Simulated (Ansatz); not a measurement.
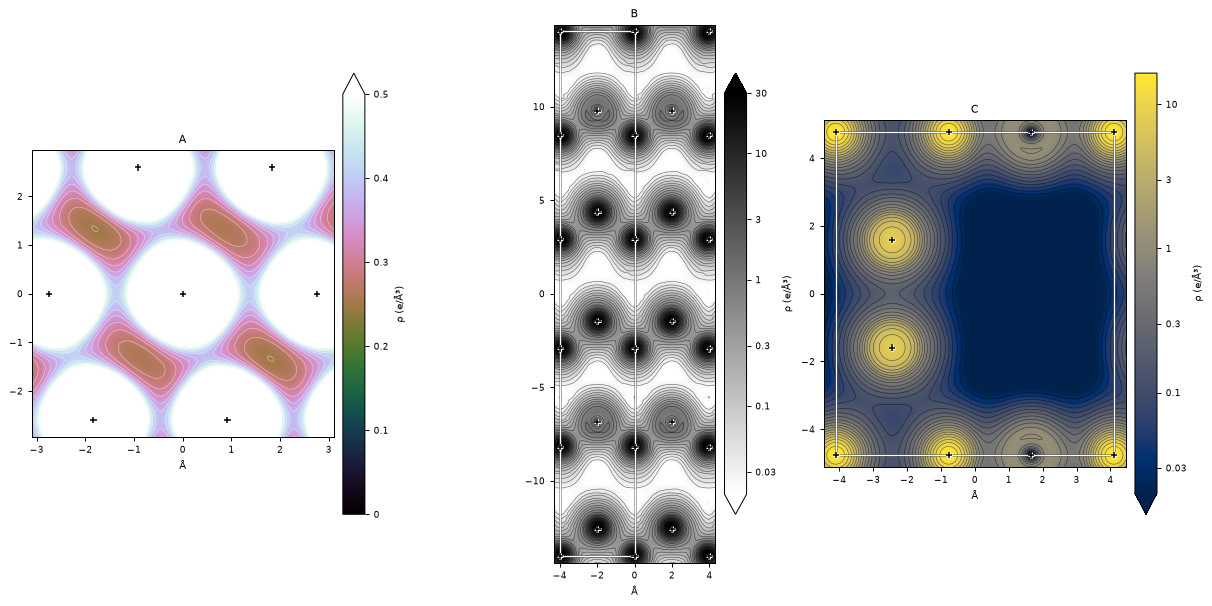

The valence charge density (pseudo) of 3 systems, each on a plane through atoms (crosses mark nuclei in the plane).

Computed with DFT PBE, scalar-relativistic, plane waves, PAW in Ansatz.

System 1: MoW$_{3}$, the (111) plane of the conventional cell. Space group P4/mmm; a structure generated by program, which may or may not match a known phase; computed without spin polarisation.

```
Mo W
1.0
     4.49521    0.00000    0.00000
     0.00000    4.49521    0.00000
     0.00000    0.00000    3.17776
Mo W
1 3
Direct
  0.50000 0.50000 0.00000
  0.00000 0.00000 0.00000
  0.50000 0.00000 0.50000
  0.00000 0.50000 0.50000
```

System 2: Sn$_{2}$Bi$_{2}$S, the (110) plane of the conventional cell. Space group P6/mmm; a structure generated by program, which may or may not match a known phase.

System 3: Zn$_{5}$Se$_{3}$S$_{2}$, the (010) plane of the conventional cell. Space group I-4m2; a structure generated by program, which may or may not match a known phase.

```
Zn Se S
1.0
     3.97284    0.00000    0.00000
     0.00000    3.97284    0.00000
     0.00000    0.00000   28.06369
Zn Se S
10 6 4
Direct
  0.50000 0.50000 0.19779
  0.00000 0.00000 0.69779
  0.00000 0.00000 0.09352
  0.50000 0.50000 0.59352
  0.50000 0.50000 0.00000
  0.00000 0.00000 0.50000
  0.50000 0.50000 0.40648
  0.00000 0.00000 0.90648
  0.00000 0.00000 0.30221
  0.50000 0.50000 0.80221
  0.50000 0.00000 0.14569
  0.00000 0.50000 0.64569
  0.50000 0.00000 0.35431
  0.00000 0.50000 0.85431
  0.00000 0.50000 0.25000
  0.50000 0.00000 0.75000
  0.00000 0.50000 0.04674
  0.50000 0.00000 0.54674
  0.00000 0.50000 0.45326
  0.50000 0.00000 0.95326
```

> Which map belongs to which system?

Panel A is system 1, MoW$_{3}$: the plane holds Mo and W. Mo–W (2.75 Å): the density is about 0.38 e/Å³ at the midpoint. Panel B is system 3, Zn$_{5}$Se$_{3}$S$_{2}$: the plane holds Zn, Se and S. Zn–S (2.38 Å): ρ is about 0.48 e/Å³ halfway. Panel C is system 2, Sn$_{2}$Bi$_{2}$S: the plane holds Sn, Bi and S. Sn–S (2.44 Å): the density is about 0.5 e/Å³ at the midpoint.
